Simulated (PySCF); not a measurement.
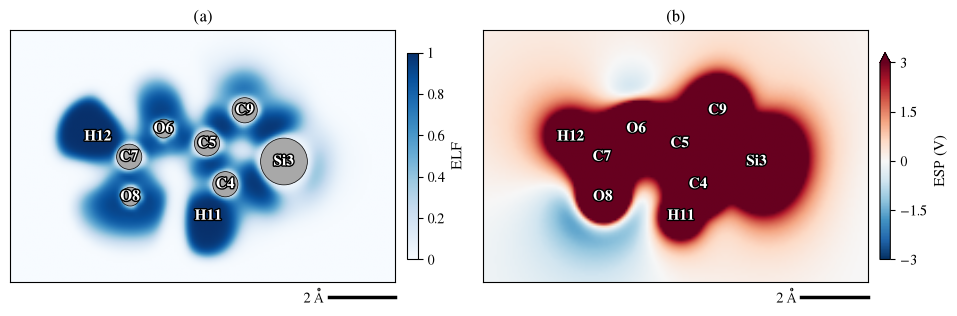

Figure 1: C5H5NO2Si. (a) electron localisation function; (b) molecular electrostatic potential on the plane of atoms O6, C7 and H12. Grey discs cover the atomic cores in the ELF map.

Geometry: GFN2-xTB.

All numbers below come from PySCF 2.14.0, PBE0/pcSseg-1, SCF density, gas phase, non-relativistic.

```xyz
14

N    -3.9846   -0.6914   -0.8255
C    -3.0696   -0.4057   -0.1990
Si   -1.5941    0.0487    0.8482
C    -0.0036   -0.8841    0.4645
C     0.5791    0.1960   -0.0745
O     1.8172    0.4144   -0.6244
C     2.7509   -0.5323   -0.6491
O     2.6767   -1.6429   -0.2211
C    -0.4161    1.3200   -0.0050
H    -2.0451    0.2938    2.2129
H     0.4094   -1.8682    0.5854
H     3.6445   -0.1113   -1.1425
H    -0.6976    1.7024   -0.9841
H    -0.0679    2.1600    0.5921
```

Interpret the plot.

Answer.
- The section cuts through Si, C, O and H sites.
- C–O (1.19 Å): the ELF peaks at about 0.85 between the atoms; a short, multiple covalent bond.
- C–C (1.34 Å): the ELF peaks at about 0.90 between the atoms (a multiple bond).
- C–Si (1.88 Å): the ELF peaks at about 0.95 between the atoms: localised, covalent bonding.
- C–H (1.07 Å): the ELF climbs to about 1 towards the hydrogen, as it does in any bond to H (an ordinary covalent bond to hydrogen).
- C–O (1.33 Å): the ELF peaks at about 0.90 between the atoms, as expected for a shared but strongly polarised pair.
- The ELF also peaks beside O8 and O6, away from the bonds: lone-pair regions.
- Outside the dense part of the molecule the potential is most negative (−1.6 V) near O8.
